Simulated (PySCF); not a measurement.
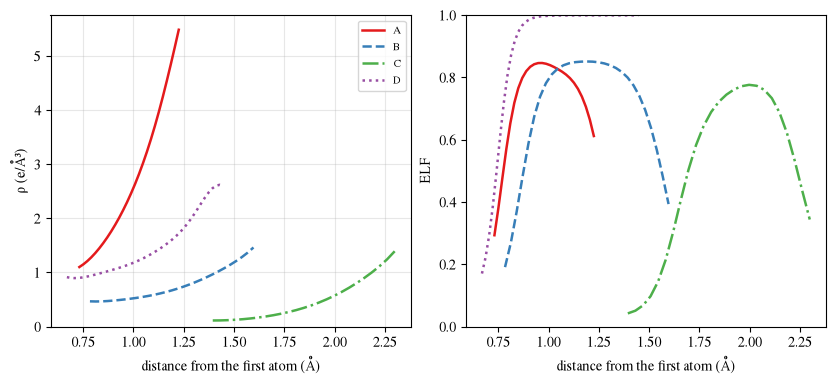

The picture shows: BrH5KOSi2 (charge +1). Electron density and ELF along straight lines between neighbouring atoms. The curves leave out the atomic cores.

Geometry: GFN2-xTB.

Theory: DFT single point, gas phase, functional M06-2X in PySCF 2.14.0, density-fitted response routines.

```xyz
10

Si   -1.6280    0.0822    0.4679
O    -0.0146    0.1804    0.0718
Si    1.5210    0.1962   -0.3024
Br    2.0945   -2.0480   -0.4628
H    -1.8659   -1.3580    0.5365
H    -1.6996    0.7627    1.7522
H    -2.2903    0.7469   -0.6447
H     2.3501    0.6132    0.8072
H     1.7443    0.6349   -1.6627
K     2.9715   -4.9186   -0.7337
```

### Which curve belongs to which contact (K–Br, Si–Br, Si–H and Si–O)? The first atom named is at distance zero.

Curve A: Si–O (1.58 Å): ρ at the midpoint is about 1.3 e/Å³; the ELF peaks at about 0.85 between the atoms, as expected for a polar covalent bond. Curve B: Si–Br (2.32 Å): ρ at the midpoint is about 0.64 e/Å³, with its minimum of 0.46 e/Å³ about 0.8 Å from Si; the ELF peaks at about 0.85 between the atoms: a shared but strongly polarised pair. Curve C: K–Br (3.01 Å): the density is about 0.13 e/Å³ at the midpoint; the ELF peaks at about 0.80 in the valence shell of Br, 1.0 Å from its nucleus, and is about 0.10 at the midpoint (a largely ionic contact). Curve D: Si–H (1.45 Å): ρ at the midpoint is about 0.9 e/Å³; the ELF climbs to about 1 towards the hydrogen, as it does in any bond to H.
